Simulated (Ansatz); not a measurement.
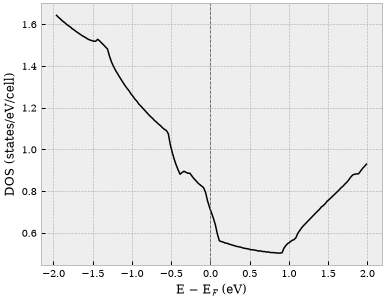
*Density of states of MgAlB₄ (P6/mmm) near the Fermi level, PBEsol, rigid bands (Ansatz, an electronic-structure program).*

**Question.** With 6 atoms a cell, what bare Sommerfeld coefficient γ = (π²/3) k_B² N(E_F) follows?

**Answer.** N(E_F) ≈ 0.71 states/eV a cell at 300 K, so γ ≈ 0.28 mJ/(mol of atoms·K²), before electron-phonon enhancement.

**Question.** How far does the Fermi level move in a rigid band for 0.1 electron a cell added or removed?

**Answer.** 161 meV and -129 meV.

A metal at this level (no band gap); rigid bands, thermally averaged at 300 K, both spins. Spin-orbit coupling is left out. Geometry: cell and atoms relaxed with PBEsol.

Computed structure, not matched to a measured one here, so possibly hypothetical: MgAlB4 (P6/mmm).
